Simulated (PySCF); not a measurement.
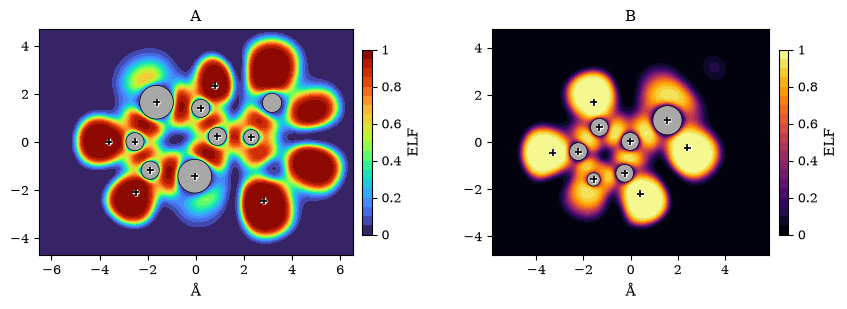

The electron localisation function of 2 systems, each on a plane through atoms (crosses mark nuclei in the plane; grey discs cover the cores).

Method: PySCF 2.14.0, PBE0/pcSseg-1, SCF density, gas phase, non-relativistic.

System 1: C7H11OP, the plane of atoms C5, C6 and H18. Geometry: PBE0-D3(BJ)/def2-SVP.

| atom | x (Å) | y (Å) | z (Å) |
| --- | --- | --- | --- |
| C | -2.7832 | -0.0417 | -0.9837 |
| C | -1.3786 | 0.2882 | -0.4884 |
| C | -1.3110 | 0.3932 | 1.0260 |
| P | -0.1772 | -0.9424 | -1.2464 |
| C | 1.3944 | -0.4363 | -0.4840 |
| C | 2.2611 | 0.6090 | -0.9603 |
| C | 3.3432 | 0.6129 | -0.1346 |
| O | 3.2218 | -0.3475 | 0.8045 |
| C | 2.0470 | -0.9722 | 0.5929 |
| H | -3.1219 | -1.0169 | -0.5956 |
| H | -3.5062 | 0.7156 | -0.6400 |
| H | -2.8309 | -0.0840 | -2.0825 |
| H | -1.0716 | 1.2547 | -0.9292 |
| H | -1.9912 | 1.1787 | 1.3957 |
| H | -1.6133 | -0.5570 | 1.4974 |
| H | -0.2952 | 0.6328 | 1.3732 |
| H | -0.4474 | -2.0228 | -0.3481 |
| H | 2.0931 | 1.2603 | -1.8158 |
| H | 4.2487 | 1.2126 | -0.0940 |
| H | 1.8010 | -1.7830 | 1.2744 |

System 2: C4H13NSi4 (SMILES [SiH3]N([SiH3])C1=C[SiH2]C=C[SiH2]1), the plane of atoms C4, Si9 and C8. Geometry: PBE0-D3(BJ)/def2-SVP.

```xyz
22

Si   -3.8609   -2.1680    0.6830
N    -3.0473   -0.7663   -0.0271
Si   -3.9847    0.5824   -0.6963
C    -1.6435   -0.6317    0.0248
C    -1.0349    0.5782   -0.0681
Si    0.7828    0.9622   -0.0731
C     1.7867   -0.6059    0.1004
C     1.2387   -1.8316    0.1728
Si   -0.5893   -2.2136    0.1057
H    -5.3158   -1.9997    0.4186
H    -3.3807   -3.4327    0.0514
H    -3.6221   -2.2523    2.1545
H    -4.0412    1.7700    0.2115
H    -3.3762    1.0002   -1.9920
H    -5.3717    0.0798   -0.8988
H    -1.6775    1.4719   -0.1215
H     1.1147    1.8995    1.0483
H     1.1716    1.6741   -1.3338
H     2.8821   -0.5210    0.1461
H     1.9045   -2.7021    0.2736
H    -0.8902   -3.0646   -1.0876
H    -0.9755   -3.0076    1.3151
```

Q: Match each panel to its system.

A: Panel A is system 2, C4H13NSi4: the plane holds N, C, Si and H. C–C (1.34 Å): the ELF peaks at about 0.90 between the atoms: a short, multiple covalent bond. Panel B is system 1, C7H11OP: the plane holds P, C, O and H. C–O (1.35 Å): the ELF peaks at about 0.90 between the atoms, as expected for a polar covalent bond.
